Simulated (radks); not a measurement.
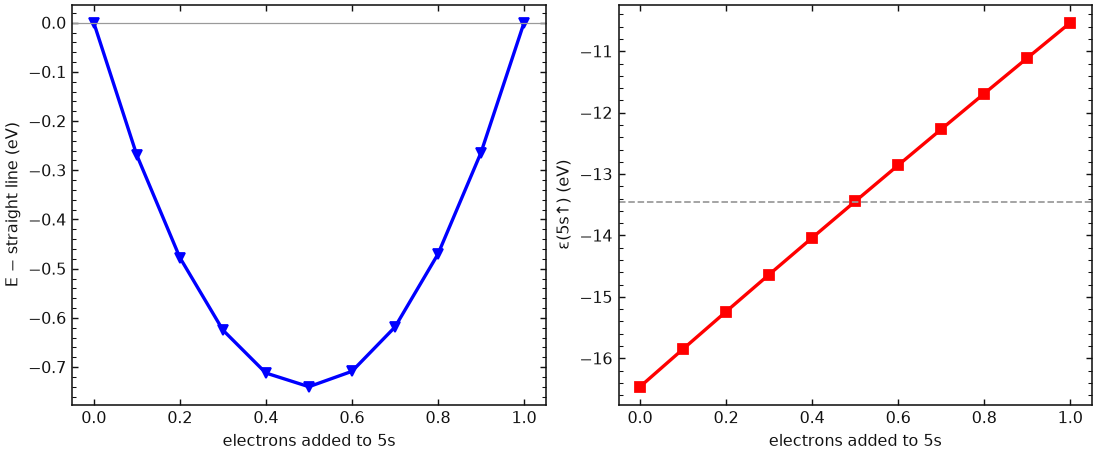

The occupation of the 5s shell is varied from Zr²⁺ ([Kr] 4d2 (high spin)) to Zr⁺ ([Kr] 4d2 5s1 (high spin)), with spherical fractional occupations. The plot shows the total energy less the straight line between the end points, and the eigenvalue of 5s↑ (the dashed line is minus the energy to take the whole electron out). The values are computed.

Q: Was this Hartree-Fock or a semilocal functional, and how does the plot tell?

A: It was a semilocal functional (LDA, GGA or meta-GGA): scalar-relativistic Kohn-Sham, PBE, spin-polarised, spherical densities, finite nucleus, computed with the in-house radial solver radks. The curve is convex (below the straight line), with the largest deviation among the points computed, −0.74 eV, at 0.5. The end points differ by 13.5 eV, the energy to take the electron out. The eigenvalue, which is the slope of the energy (Janak's theorem), moves from −16.5 eV at 0 to −10.5 eV at 1; for a straight line it would stay constant, and a parabola would sag by an eighth of this change, scaled to a whole electron, 0.74 eV. Convexity is the delocalisation error: fractional charges are too low in energy. For an s shell Hartree-Fock would as a rule bend the other way.
